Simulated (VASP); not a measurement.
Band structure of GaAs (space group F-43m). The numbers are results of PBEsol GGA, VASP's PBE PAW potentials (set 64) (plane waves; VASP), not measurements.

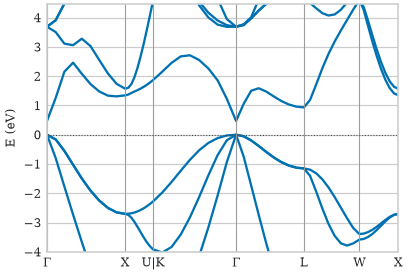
Fig. 1. Bands along high-symmetry lines, zero at the valence-band maximum or, without a gap, the Fermi level

Q: Read the plot: is there a gap, and where are the band edges?

A: The gap is direct, 0.47 eV, from the valence maximum at Γ to the conduction minimum at Γ.

The structure is a typed GaAs crystal (F-43m). The cell was not relaxed at this level.
